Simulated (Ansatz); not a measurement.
# Fe wire along [111], 7 atoms a period: bands by functional and under strain

Aim: is the Fe wire along [111], 7 atoms a period a metal or a semiconductor?

Main program and level: Ansatz 0.2.0; DFT PBE, plane waves, PAW; relaxation of a wire's period, in the first sound run; inputs show where later runs differ.

### Step 1. Set-up

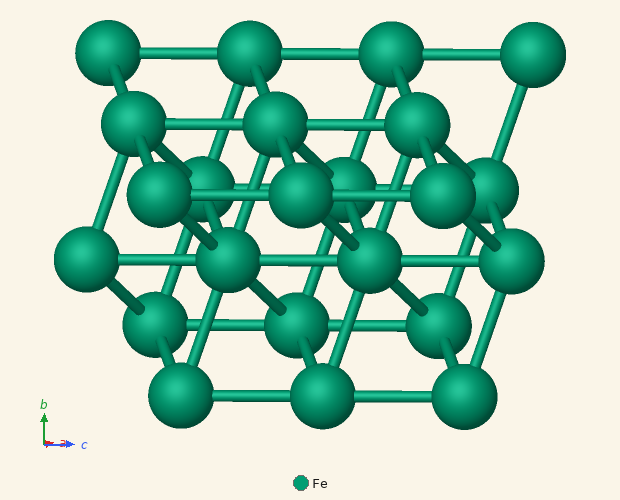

Start, viewed from the side, with the c axis across the page; iron teal. 1×1×3 cells are drawn. Some periodic images of atoms are drawn too.

The cell holds 7 atoms: 7 Fe. Cell: a = 10.802 Å, b = 12.577 Å, c = 2.451 Å, α = 90.0°, β = 90.0°, γ = 90.0°. Vacuum lies along a and b. The structure's axis is c.

As a file:

```cif
data_structure
_symmetry_space_group_name_H-M 'P 1'
_symmetry_Int_Tables_number 1
_cell_length_a 10.8020
_cell_length_b 12.5770
_cell_length_c 2.4509
_cell_angle_alpha 90.000
_cell_angle_beta 90.000
_cell_angle_gamma 90.000
_cell_volume 332.96
loop_
_atom_site_label
_atom_site_type_symbol
_atom_site_fract_x
_atom_site_fract_y
_atom_site_fract_z
_atom_site_occupancy
Fe1 Fe 0.50001 0.45406 0.00000 1
Fe2 Fe 0.50001 0.63778 0.33333 1
Fe3 Fe 0.68526 0.36220 0.33333 1
Fe4 Fe 0.31476 0.54592 0.66667 1
Fe5 Fe 0.50001 0.27033 0.66667 1
Fe6 Fe 0.68526 0.54592 0.66667 1
Fe7 Fe 0.68526 0.72964 0.00000 1
```

### Step 2. The relaxed wire

Band widths follow the bond lengths, so the wire is relaxed first. The atoms and the third cell vector are free; the box across stays fixed as vacuum. Moments are seeded so that a magnetic state can form if it lies lower. A Fermi-Dirac smearing is set since the result may be a metal. The pressure printed is a third of the stress's trace over the whole box, vacuum included; only the stress along the axis is relaxed.

The input, input.yaml:

```yaml
crystal:
  lattice:
    - [10.802, 0.0, 0.0]
    - [0.0, 12.577, 0.0]
    - [0.0, 0.0, 2.4508518927]
  atoms:
    - { symbol: Fe, position: [0.500010386, 0.45405783, 0.0], spin: 2.4 }
    - { symbol: Fe, position: [0.500010386, 0.637780921, 0.333333333], spin: 2.4 }
    - { symbol: Fe, position: [0.685264246, 0.362196284, 0.333333333], spin: 2.4 }
    - { symbol: Fe, position: [0.314756527, 0.545919376, 0.666666667], spin: 2.4 }
    - { symbol: Fe, position: [0.500010386, 0.270334738, 0.666666667], spin: 2.4 }
    - { symbol: Fe, position: [0.685264246, 0.545919376, 0.666666667], spin: 2.4 }
    - { symbol: Fe, position: [0.685264246, 0.729642467, 0.0], spin: 2.4 }
magnetization:
  spin_polarized: true
kpoints:
  mp_grid: { grid: [1, 1, 33] }
scf:
  occupations: { method: fermi_dirac, width: 0.05 }
hamiltonian:
  xc: pbe
relax:
  cell: { fix: [a, b, alpha, beta, gamma] }
  max_steps: 60
```

Started as:

```console
$ ansatz run input.yaml --threads 8 --pin off --max-ram 16384MiB --backend cpu --events-out ev --progress --plain --runs-dir out
```

Numbers of over 12 decimals in the logs are rounded to 6 here.

What it wrote:

```text
Engine: ansatz 0.2.0, x86_64-unknown-linux-gnu
Pseudopotentials: kind: paw
Pseudopotential: Fe, paw, valence charge 16, recommended cutoff 420 eV (normal), Fe.paw.azcp
Functional definition: PBE
  parameter kappa = 0.804
  parameter beta = 0.066725
  exchange = pbe_x(kappa = kappa, mu = beta*pi^2/3)
  correlation = pbe_c(beta = beta)
Crystal: 7 atoms, lattice volume = 332.965 Å³
Basis set: ecut = 420 eV, 6471 PW (Γ), exchange–correlation on 150×180×36 points (8 copies of the dense FFT grid, shifted against one another)
Bands: 78, of which v1, the nominal top of the filled ones, is band 56 counted from 1 (55 counted from 0)
Symmetry: 1 space group operations
Space group: P1 (ITA 1), of the structure as read, at distance tolerance 6.9e-5 Å
Magnetic group: BNS 1.1 (UNI 1), of the structure as read, at distance tolerance 6.9e-5 Å
k-points: 17 of 33 (time reversal used)
Non-local potential: Fe, projectors of the file, l = 0: 3, l = 1: 2, l = 2: 3, l = 3: 1
PAW form: soft (Blöchl's): semilocal exchange-correlation on the pseudo side does not see the compensation charge
PAW one-centre angular grid: Fe, 590 points (default); XC on 64 Gauss nodes
Initial density: superposition of atomic densities (neutral atoms: chi_scale 0, normalization atom)
Starting moments: Σ|m| = 16.8 μB on 7 of 7 sites
Initial wavefunctions: pseudopotential atomic-orbital guess
Functional: x = pbe(κ = 0.804, μ = 0.219515), c = pbe(β = 0.066725)
SCF iter   1: F=—  HF=-31351.651628 eV  |F-HF|=—  |Δ(HF+E_count)|=         —  Δρ=3.71e-2 (↑2.56e-2 ↓3.71e-2)  dr2=2.10e1  dr2_m=2.32e0  M=18.075 μB ∫|m|=18.254 μB  β_m=0.30  ethr=3.10e-3  ⟨swp⟩=8.4  Hψ=12702  notcnv=0  defer=38
Mixer restart at iter 1: flushing history
preconditioner: auto → LDOS  [metal: Δε(μ)=0.012 eV  Ē_g=5.251 eV  σ=0.050 eV  W_gap=0.06  n_scr=50 (ndim 8)  ℏωp=15.2 eV  f_vac=0.585  D(μ)=11.09/eV (n_scr^D=64)]
spin=Collinear: LDOS preconditioning applied to the charge; magnetization (m = ρ↑ − ρ↓) channel mixes plain (no charge-response kernel on spin).
SCF iter   2: F=—  HF=-31350.109698 eV  |F-HF|=—  |Δ(HF+E_count)|=    1.54e0  Δρ=2.76e-2 (↑2.76e-2 ↓2.32e-2)  dr2=4.39e0  dr2_m=1.67e0  M=18.585 μB ∫|m|=18.845 μB  β_m=0.42  ethr=3.10e-3  ⟨swp⟩=2.7  Hψ=4683  notcnv=0  defer=232
SCF iter   3: F=—  HF=-31353.159692 eV  |F-HF|=—  |Δ(HF+E_count)|=    3.05e0  Δρ=1.58e-2 (↑1.07e-2 ↓1.58e-2)  dr2=2.17e-1  dr2_m=4.95e-1  M=19.128 μB ∫|m|=19.523 μB  β_m=0.49  ethr=3.10e-3  ⟨swp⟩=2.8  Hψ=4504  notcnv=0  defer=224
SCF iter   4: F=—  HF=-31354.257193 eV  |F-HF|=—  |Δ(HF+E_count)|=         —  Δρ=1.51e-2 (↑1.51e-2 ↓1.16e-2)  dr2=6.89e-2  dr2_m=5.33e-1  M=20.122 μB ∫|m|=20.673 μB  β_m=0.49  ethr=1.94e-4  ⟨swp⟩=3.1  Hψ=4291  notcnv=0  defer=224
SCF iter   5: F=—  HF=-31354.442333 eV  |F-HF|=—  |Δ(HF+E_count)|=   1.85e-1  Δρ=5.88e-3 (↑5.88e-3 ↓4.01e-3)  dr2=2.47e-2  dr2_m=6.95e-2  M=20.119 μB ∫|m|=20.788 μB  β_m=0.62  ethr=6.15e-5  ⟨swp⟩=2.8  Hψ=5026  notcnv=0  defer=222
SCF iter   6: F=—  HF=-31354.450182 eV  |F-HF|=—  |Δ(HF+E_count)|=   7.85e-3  Δρ=8.57e-4 (↑6.83e-4 ↓8.57e-4)  dr2=2.86e-3  dr2_m=1.33e-3  M=20.134 μB ∫|m|=20.882 μB  β_m=0.75  ethr=2.21e-5  ⟨swp⟩=2.6  Hψ=5068  notcnv=0  defer=226
SCF iter   7: F=—  HF=-31354.455362 eV  |F-HF|=—  |Δ(HF+E_count)|=   5.18e-3  Δρ=4.08e-4 (↑3.38e-4 ↓4.08e-4)  dr2=8.15e-4  dr2_m=2.50e-4  M=20.157 μB ∫|m|=20.922 μB  β_m=0.73  ethr=2.56e-6  ⟨swp⟩=2.4  Hψ=4562  notcnv=0  defer=225
SCF iter   8: F=—  HF=-31354.455754 eV  |F-HF|=—  |Δ(HF+E_count)|=   3.93e-4  Δρ=2.24e-4 (↑1.95e-4 ↓2.24e-4)  dr2=2.74e-4  dr2_m=5.65e-5  M=20.166 μB ∫|m|=20.936 μB  β_m=0.73  ethr=7.28e-7  ⟨swp⟩=2.9  Hψ=5374  notcnv=0  defer=225
SCF iter   9: F=—  HF=-31354.455887 eV  |F-HF|=—  |Δ(HF+E_count)|=   1.32e-4  Δρ=1.07e-4 (↑9.56e-5 ↓1.07e-4)  dr2=6.27e-5  dr2_m=1.35e-5  M=20.171 μB ∫|m|=20.945 μB  β_m=0.75  ethr=2.45e-7  ⟨swp⟩=2.4  Hψ=4569  notcnv=0  defer=225
SCF iter  10: F=—  HF=-31354.455929 eV  |F-HF|=—  |Δ(HF+E_count)|=   4.26e-5  Δρ=4.04e-5 (↑3.74e-5 ↓4.04e-5)  dr2=7.67e-6  dr2_m=2.36e-6  M=20.174 μB ∫|m|=20.950 μB  β_m=0.80  ethr=5.60e-8  ⟨swp⟩=2.5  Hψ=4586  notcnv=0  defer=225
SCF iter  11: F=—  HF=-31354.455932 eV  |F-HF|=—  |Δ(HF+E_count)|=   3.04e-6  Δρ=2.30e-5 (↑1.70e-5 ↓2.30e-5)  dr2=3.99e-6  dr2_m=2.52e-7  M=20.175 μB ∫|m|=20.951 μB  β_m=0.76  ethr=6.85e-9  ⟨swp⟩=3.1  Hψ=5720  notcnv=0  defer=225
SCF iter  12: F=—  HF=-31354.455932 eV  |F-HF|=—  |Δ(HF+E_count)|=   6.91e-8  Δρ=1.05e-5 (↑1.05e-5 ↓8.23e-6)  dr2=6.10e-7  dr2_m=8.42e-8  M=20.175 μB ∫|m|=20.951 μB  β_m=0.71  ethr=3.56e-9  ⟨swp⟩=2.0  Hψ=3589  notcnv=0  defer=225
SCF iter  13: F=—  HF=-31354.455932 eV  |F-HF|=—  |Δ(HF+E_count)|=   1.14e-7  Δρ=6.90e-6 (↑6.90e-6 ↓6.02e-6)  dr2=2.68e-7  dr2_m=4.05e-8  M=20.175 μB ∫|m|=20.951 μB  β_m=0.63  ethr=5.45e-10  ⟨swp⟩=2.1  Hψ=4278  notcnv=0  defer=225
SCF iter  14: F=—  HF=-31354.455932 eV  |F-HF|=—  |Δ(HF+E_count)|=   2.24e-8  Δρ=2.65e-6 (↑1.74e-6 ↓2.65e-6)  dr2=1.62e-8  dr2_m=9.70e-9  M=20.175 μB ∫|m|=20.951 μB  β_m=0.74  ethr=2.39e-10  ⟨swp⟩=2.2  Hψ=4070  notcnv=0  defer=225
SCF iter  15: F=-31354.455932 eV  HF=-31354.455932 eV  |F-HF|=1.84e-8  |Δ(HF+E_count)|=   2.81e-8  Δρ=1.52e-6 (↑1.19e-6 ↓1.52e-6)  dr2=2.27e-8  dr2_m=1.43e-9  M=20.175 μB ∫|m|=20.951 μB  ethr=1.44e-11  ⟨swp⟩=2.2  Hψ=9305  notcnv=0
SCF 1 converged in 15 iterations: F = -31354.455932 eV  dr2 = 2.27e-8
  greatest PAW one-centre occupation: 1.003 electrons in one spin orbital (limit 2), on the Fe atom at site 4 (counted from 0), in its partial waves of l = 1
relax step   1: F+E_penalty+E_count = -31354.45593236 eV  Δ(F+E_penalty+E_count) = +0.000e0 eV  max|allowed force component| = 8.430e-1 eV/Å  Δτ_max = 0.0000 Å  P = -1.616 GPa  Ω = 332.965 Å³  fix = [a, b, alpha, beta, gamma]  reactions: a -1.449, b -1.801 GPa; alpha -0.120, beta +0.200, gamma +0.374 GPa/rad  (15 SCF iters, dr2 threshold 1.00e-7 eV, accepted)
Crystal: 7 atoms, lattice volume = 330.825 Å³
Basis set: ecut = 420 eV, 6427 PW (Γ), exchange–correlation on 150×180×36 points (8 copies of the dense FFT grid, shifted against one another)
Initial density: handed on by an earlier stage of this run
Starting moments: Σ|m| = 16.8 μB on 7 of 7 sites; this step starts from the density that it was given
Initial wavefunctions: those handed on with the density
iter 1 solved again at ethr=1.41e-4 eV; its pass at ethr=3.10e-3 eV (dr2=1.58e-1 eV) is discarded
SCF iter   1: F=—  HF=-31354.556219 eV  |F-HF|=—  |Δ(HF+E_count)|=         —  Δρ=9.11e-3 (↑6.45e-3 ↓9.11e-3)  dr2=1.63e-1  dr2_m=1.56e-1  M=19.980 μB ∫|m|=20.728 μB  β_m=0.30  ethr=1.41e-4  ⟨swp⟩=3.0  Hψ=12726  notcnv=0
[...]
relax step  14: F+E_penalty+E_count = -31354.68601042 eV  Δ(F+E_penalty+E_count) = -4.350e-4 eV  max|allowed force component| = 2.342e-2 eV/Å  Δτ_max = 0.0991 Å  P = -0.089 GPa  Ω = 329.694 Å³  energy of the carried Pulay correction = +4.829e-4 eV  fix = [a, b, alpha, beta, gamma]  reactions: a -0.118, b -0.115 GPa; alpha -0.005, beta -0.003, gamma +0.008 GPa/rad  (16 SCF iters, accepted)
relax step  15: F+E_penalty+E_count = -31354.68625848 eV  Δ(F+E_penalty+E_count) = -2.481e-4 eV  max|allowed force component| = 3.196e-2 eV/Å  Δτ_max = 0.0839 Å  P = -0.108 GPa  Ω = 329.656 Å³  energy of the carried Pulay correction = +4.885e-4 eV  fix = [a, b, alpha, beta, gamma]  reactions: a -0.142, b -0.146 GPa; alpha -0.001, beta -0.003, gamma +0.003 GPa/rad  (11 SCF iters, dr2 threshold 3.43e-8 eV, accepted)
relax step  16: F+E_penalty+E_count = -31354.68662058 eV  Δ(F+E_penalty+E_count) = -3.621e-4 eV  max|allowed force component| = 5.247e-3 eV/Å  Δτ_max = 0.0419 Å  P = -0.043 GPa  Ω = 329.645 Å³  energy of the carried Pulay correction = +4.901e-4 eV  fix = [a, b, alpha, beta, gamma]  reactions: a -0.068, b -0.068 GPa; alpha -0.001, beta +0.000, gamma -0.001 GPa/rad  (10 SCF iters, dr2 threshold 6.39e-8 eV, accepted)
Initial wavefunctions: pseudopotential atomic-orbital guess (no wavefunctions were taken with the density)
iter 1 solved again at ethr=5.80e-6 eV; its pass at ethr=3.10e-3 eV (dr2=6.50e-3 eV) is discarded
SCF iter   1: F=—  HF=-31354.686205 eV  |F-HF|=—  |Δ(HF+E_count)|=         —  Δρ=7.62e-6 (↑6.78e-6 ↓7.62e-6)  dr2=9.73e-8  dr2_m=2.61e-8  M=19.961 μB ∫|m|=20.663 μB  β_m=0.65  ethr=5.80e-6  ⟨swp⟩=3.8  Hψ=18607  notcnv=0
eigensolver tolerance schedule: the retry pair's looser diagonalisation over-reported the residual by 66821.51 of it (diagonalisation noise at an unbounded share of the residual, at the tolerance the schedule requests for it); recorded, not acted on — ethr = c·dr2/N_el stays at c = 1.0e-1
preconditioner: auto → LDOS  [metal: Δε(μ)=0.051 eV  Ē_g=5.215 eV  σ=0.050 eV  W_gap=0.24  n_scr=26 (ndim 8)  ℏωp=15.3 eV  f_vac=0.620  D(μ)=6.58/eV (n_scr^D=40)]
spin=Collinear: LDOS preconditioning applied to the charge; magnetization (m = ρ↑ − ρ↓) channel mixes plain (no charge-response kernel on spin).
SCF iter   2: F=—  HF=-31354.686140 eV  |F-HF|=—  |Δ(HF+E_count)|=   6.51e-5  Δρ=4.83e-6 (↑4.83e-6 ↓2.73e-6)  dr2=9.50e-8  dr2_m=1.06e-8  M=19.961 μB ∫|m|=20.663 μB  β_m=0.55  ethr=8.68e-11  ⟨swp⟩=4.1  Hψ=7414  notcnv=0
SCF iter   3: F=—  HF=-31354.686140 eV  |F-HF|=—  |Δ(HF+E_count)|=   3.45e-9  Δρ=1.61e-6 (↑1.27e-6 ↓1.61e-6)  dr2=1.50e-8  dr2_m=1.39e-9  M=19.961 μB ∫|m|=20.663 μB  β_m=0.57  ethr=8.48e-11  ⟨swp⟩=2.4  Hψ=4141  notcnv=0
SCF iter   4: F=—  HF=-31354.686140 eV  |F-HF|=—  |Δ(HF+E_count)|=  2.22e-10  Δρ=7.65e-7 (↑7.65e-7 ↓4.01e-7)  dr2=1.91e-9  dr2_m=5.69e-10  M=19.961 μB ∫|m|=20.663 μB  β_m=0.56  ethr=1.34e-11  ⟨swp⟩=2.1  Hψ=4521  notcnv=0
SCF iter   5: F=—  HF=-31354.686140 eV  |F-HF|=—  |Δ(HF+E_count)|=    0.00e0  Δρ=2.57e-7 (↑2.08e-7 ↓2.57e-7)  dr2=3.48e-10  dr2_m=1.07e-10  M=19.961 μB ∫|m|=20.663 μB  β_m=0.69  ethr=1.71e-12  ⟨swp⟩=3.0  Hψ=4418  notcnv=0
SCF iter   6: F=—  HF=-31354.686140 eV  |F-HF|=—  |Δ(HF+E_count)|=  7.49e-10  Δρ=1.86e-7 (↑1.86e-7 ↓1.03e-7)  dr2=1.19e-10  dr2_m=3.36e-11  M=19.961 μB ∫|m|=20.663 μB  β_m=0.60  ethr=1.00e-12  ⟨swp⟩=2.3  Hψ=3632  notcnv=0
SCF iter   7: F=—  HF=-31354.686140 eV  |F-HF|=—  |Δ(HF+E_count)|=  1.02e-10  Δρ=6.01e-8 (↑5.08e-8 ↓6.01e-8)  dr2=1.41e-11  dr2_m=6.25e-12  M=19.961 μB ∫|m|=20.663 μB  β_m=0.80  ethr=1.00e-12  ⟨swp⟩=1.5  Hψ=2785  notcnv=0
SCF iter   8: F=-31354.686140 eV  HF=-31354.686140 eV  |F-HF|=5.46e-11  |Δ(HF+E_count)|=  6.55e-11  Δρ=7.95e-8 (↑4.12e-8 ↓7.95e-8)  dr2=4.23e-11  dr2_m=4.52e-12  M=19.961 μB ∫|m|=20.663 μB  ethr=1.00e-12  ⟨swp⟩=3.0  Hψ=8330  notcnv=0
SCF 17 converged in 8 iterations: F = -31354.686140 eV  dr2 = 4.23e-11
relax step  17: F+E_penalty+E_count = -31354.68614004 eV  Δ(F+E_penalty+E_count) = +4.805e-4 eV  max|allowed force component| = 5.170e-3 eV/Å  Δτ_max = 0.0000 Å  P = -0.042 GPa  Ω = 329.645 Å³  fix = [a, b, alpha, beta, gamma]  reactions: a -0.067, b -0.067 GPa; alpha -0.001, beta +0.000, gamma -0.001 GPa/rad  stress off target by 7.36e-3 GPa on what of the cell is left free  SCF on the basis re-selected at this cell (its energy is not comparable with the rows above)  (8 SCF iters)
basis re-selected at this cell: Δ(F+E_penalty+E_count) = +4.805e-4 eV, ΔP = +0.001 GPa vs the last step (what re-selecting the basis moved, of the pressure what is left beyond the Pulay correction that the steps carried, after the strain that the cell walked since its last selection, with what the two solves' SCF thresholds leave and, on support functions, any second-order correction that the steps lacked; it is no m [...]
SCF converged after 8 iterations
Magnetization: 19.9612 μB (65.9806 up, 46.0194 down)
Absolute magnetization: 20.6641 μB (∫|ρ↑−ρ↓|, with the PAW one-centre terms)
Spin contamination: 0.3205 ħ² per cell (⟨S²⟩ above its minimum at these occupations)
Per-site moments (μB) at R_I (Å): [(2.554854, 0.977335), (2.654685, 0.980550), (2.754775, 0.979673), (2.816208, 0.977335), (2.772104, 0.979673), (2.637985, 0.966262), (2.741101, 0.966262)]
Free energy (F): -31354.686140 eV
Harris-Foulkes:  -31354.686140 eV  (|F-HF|=5.46e-11)
Internal energy: -31354.630708 eV  (E = F + TS)
E sigma→0 (E₀):  -31354.658424 eV
Entropy (-TS):   -0.055432 eV (-7.919 meV/atom)
Fermi energy:    1.509952 eV
--- Per-component energies (eV) ---
  E_band       = -3381.264881
  E_kinetic    = 2439.942416
  E_local      = -69329.888670  (includes V_loc(G=0)·N_el)
  E_nonlocal   = 1564.768341
  E_hartree    = 32559.609565
  E_xc         = -810.369835
  E_vxc        = -1042.171235  (∫ρ·V_xc dr)
  E_paw        = -9588.444363  (= ΣΔE_a)
  E_vpaw       = -2133.141413  (= ΣTr[D̂ρ^β])
  E_aug_tail   = 0.006322  (compensation charges beyond the density's cutoff)
  E_ewald      = 11809.745516
  E_smearing   = -0.055432  (= −TS)
  E_closure    = -0.000000  (closes the sum)
  Σ components = -31354.686140   (vs F -31354.686140, Δ=0.00e0)
--- Forces (eV/Å), atoms counted from 1 ---
  atom   1  Fe    -0.00067542    -0.00481970     0.00347190
  atom   2  Fe     0.00409092    -0.00243912    -0.00172529
  atom   3  Fe    -0.00326242     0.00458433    -0.00136395
  atom   4  Fe    -0.00092589    -0.00057257     0.00169759
  atom   5  Fe     0.00177341     0.00516983    -0.00196666
  atom   6  Fe     0.00066065    -0.00270022     0.00322342
  atom   7  Fe    -0.00165909     0.00077764    -0.00333705
  max |Σ_I F_I| component: 2.17e-6 eV/Å
--- Stress (GPa, compression-positive) ---
       -0.066702       0.001240      -0.000030
        0.001239      -0.066626       0.000594
       -0.000030       0.000594       0.007361
  P = ⅓ Tr σ = -0.0420 GPa (-0.420 kbar)
--- Relaxed structure (16 steps of the walk, 14 accepted, 1 SCFs on fresh bases) ---
  F+E_penalty+E_count = -31354.68614004 eV   max|allowed force component| = 5.170e-3 eV/Å   (the final SCF, on the basis selected at the relaxed cell)
  cell:  # Å, volume = 329.6451 Å³
    - [10.802, 0, 0]
    - [0, 12.577, 0]
    - [0, 0, 2.426417]
  atoms:
    - { symbol: Fe, position: [0.503164, 0.443517, 0.045909] }
    - { symbol: Fe, position: [0.468743, 0.627866, 0.359937] }
    - { symbol: Fe, position: [0.717769, 0.388703, 0.257112] }
    - { symbol: Fe, position: [0.313671, 0.510852, 0.699485] }
    - { symbol: Fe, position: [0.562781, 0.277837, 0.646642] }
    - { symbol: Fe, position: [0.671590, 0.563338, 0.654046] }
    - { symbol: Fe, position: [0.632864, 0.733738, 0.00353548] }
```

It took 4.5 min on 8 threads of Intel Xeon Platinum 8259CL at 2.50GHz (Skylake/Cascade Lake), shared host; peak memory 1.7 GiB.

Relaxation path:

| step | energy less that of the first step (eV) | largest force component (eV/Å) | pressure (GPa) | volume (Å³) |
| --- | --- | --- | --- | --- |
| 1 | 0.0000 | 0.8430 | -1.62 | 332.96 |
| 2 | -0.1742 | 0.3628 | -0.62 | 330.83 |
| 3 | -0.2193 | 0.1549 | 0.19 | 329.50 |
| 4 | -0.2240 | 0.0359 | -0.01 | 329.80 |
| 5 | -0.2219 | 0.1128 | -0.10 | 330.43 |
| 6 | -0.2272 | 0.0183 | -0.04 | 329.76 |
| 7 | -0.2274 | 0.0067 | -0.04 | 329.67 |
| 8 | -0.2276 | 0.0073 | -0.03 | 329.62 |
| 9 | -0.2281 | 0.0206 | -0.04 | 329.48 |
| 10 | -0.2285 | 0.0479 | -0.14 | 329.39 |
| 11 | -0.2295 | 0.0249 | 0.01 | 329.45 |
| 12 | -0.2293 | 0.0287 | 0.01 | 329.45 |
| 13 | -0.2296 | 0.0092 | -0.04 | 329.65 |
| 14 | -0.2301 | 0.0234 | -0.09 | 329.69 |
| 15 | -0.2303 | 0.0320 | -0.11 | 329.66 |
| 16 | -0.2307 | 0.0052 | -0.04 | 329.65 |
| 17* | -0.2302 | 0.0052 | -0.04 | 329.65 |

Relaxation steps marked * repeat the geometry before them on a plane-wave basis chosen anew for their cell, so energy and pressure can jump there. Relaxation steps 5, 12 were tried and not accepted.

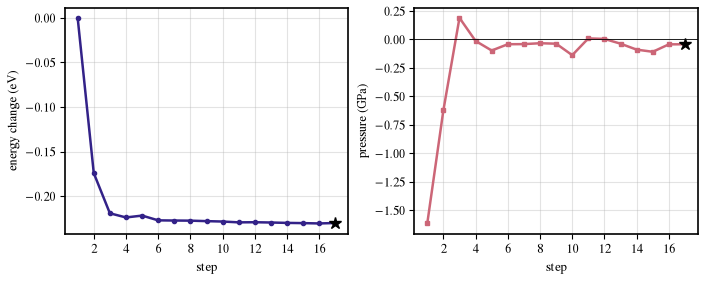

Energy and pressure along the relaxation. Stars mark steps on a basis chosen anew.

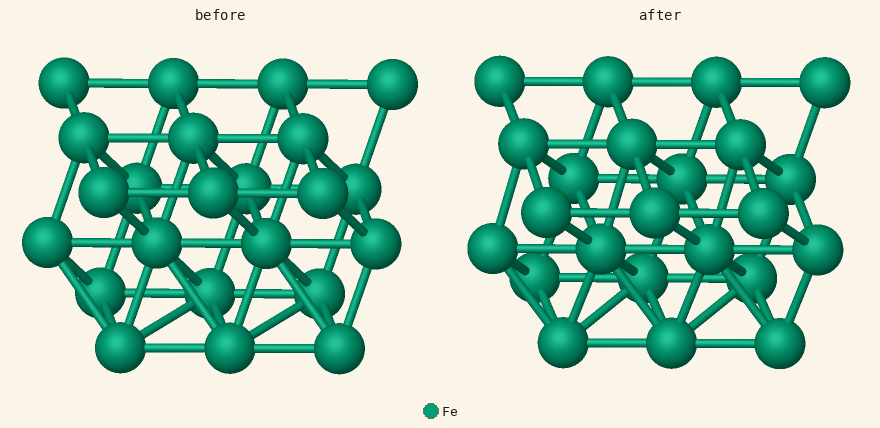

The structure before and after the relaxation, drawn at the same scale.

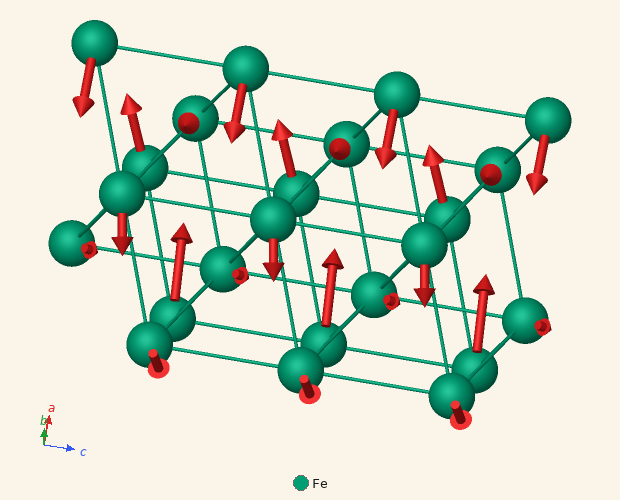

Displacements in the relaxation, exaggerated, measured against the changing cell; the longest in the cell stands for 0.69 Å. 1×1×3 cells are drawn. Some periodic images of atoms are drawn too.

```
cell as run  before  after  change
      c (Å)   2.451  2.426  -1.0 %
```

The atoms that moved most (Å, along periodic axes as changes of fractional coordinates times the final cell, across vacuum about the mean position):

```
atom      dx      dy      dz  length
 Fe5   0.678   0.094  -0.049   0.686
 Fe7  -0.566   0.052   0.009   0.568
 Fe3   0.351   0.333  -0.185   0.518
 Fe4  -0.012  -0.441   0.080   0.448
 Fe2  -0.338  -0.125   0.065   0.366
 Fe6  -0.148   0.219  -0.031   0.266
 Fe1   0.034  -0.133   0.111   0.176
```

This step gave:

```yaml
energy_at_zero_smearing: -31354.6584 eV
total_moment: 19.96 μB
absolute_moment: 20.66 μB
cell_length_along_the_wire: 2.426 Å
```

(Part 1 of 3 ends here.)

[Logs are printed without paths, hosts, clocks, repeated set-up lines and the standing remarks that a program may print on its own settings, such as how far it seeks lower states.]

[Hosts, paths, dates, database ids (printed as entryN), source tags and the programs' standing remarks are cut or masked in the printed files.]
